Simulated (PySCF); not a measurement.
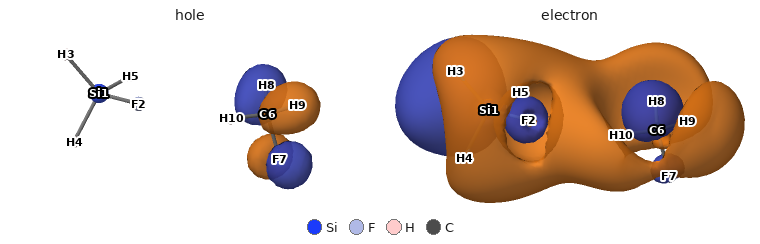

CH6F2Si, SMILES `[SiH3]F.CF`. Leading natural transition orbital pair of S₄ (TDA singlet states); the surfaces enclose about 78 % of each orbital's density.

PySCF calculation, BHandHLYP/def2-SVP, gas phase; geometry: an unrelaxed start of a pair search. Without diffuse functions Rydberg states are missing, so the states' numbers hold for this basis only.

The calculation's input:

```python
import numpy as np
from pyscf import gto, scf, dft, tdscf
from pyscf.scf import atom_ks, atom_hf
from scipy.linalg import block_diag

def solve(mol, dm0=None, hcore=None):
    mf = (dft.UKS if mol.spin else dft.RKS)(mol, xc='bhandhlyp')
    mf.grids.level = 3
    mf = mf.density_fit(auxbasis='def2-universal-jkfit')
    mf.conv_tol, mf.max_cycle = 1e-8, 80
    if hcore is not None:
        mf.get_hcore = lambda *args: hcore
    mf.kernel(dm0)
    if not mf.converged:
        mf = mf.newton().run(mf.mo_coeff, mf.mo_occ, max_cycle=30)
    assert mf.converged, 'SCF not converged'
    return mf

mol = gto.M(atom='''
Si    -2.17826    -0.25646    -0.14018
F     -0.96381     0.62990     0.43971
H     -3.21662     0.71809    -0.44931
H     -2.54004    -1.17205     0.93103
H     -1.63347    -0.91660    -1.31894
C      2.34693     0.48215    -0.31633
F      2.86903    -0.65474     0.23388
H      2.02498     0.24540    -1.33111
H      3.13133     1.24335    -0.32790
H      1.50089     0.80294     0.29447
''', basis='def2-svp', charge=0, spin=0, verbose=4)
mf = solve(mol)
td = mf.TDA()
td.nstates, td.singlet, td.conv_tol = 5, True, 1e-5
td.kernel()
td.analyze()
x, y = np.array([p[0] for p in td.xy]), np.array([p[1] + 0 * p[0] for p in td.xy])
f, mu = td.oscillator_strength(), td.transition_dipole()
nto = [td.get_nto(state=i + 1, verbose=4) for i in range(len(td.e))]
# spherically averaged free atoms, for the promolecule
atm = atom_ks.get_atm_nrks(mol, xc='bhandhlyp')
pro = block_diag(*[(atm[a[0]][2] * atm[a[0]][3]) @ atm[a[0]][2].T for a in mol._atom])
np.savez('result.npz', e=td.e, f=f, ok=td.converged, w=[n[0] for n in nto], nto=[n[1] for n in nto], x=x, y=y, c=mf.mo_coeff, occ=mf.mo_occ, eps=mf.mo_energy, pro=pro, mu=mu)
```

Command:

```sh
OMP_NUM_THREADS=1 python input.py
```

The run took 2.1 min on 1 thread of Arm Neoverse V1, with other jobs on the host, peak memory 0.52 GiB.

What kind of excitation is it, and where does it lie?

10.47 eV (118 nm), f = 0.055, charge transfer, whose energy this functional puts too low; the leading pair carries 100 %; hole on F7 (46 %), C6 (26 %) and H9 (14 %), electron on Si1 (43 %), C6 (10 %) and F2 (8 %); their centroids lie 3.5 Å apart. In canonical orbitals it is mainly HOMO−1 → LUMO (77 %). The HOMO–LUMO gap is 12.03 eV.
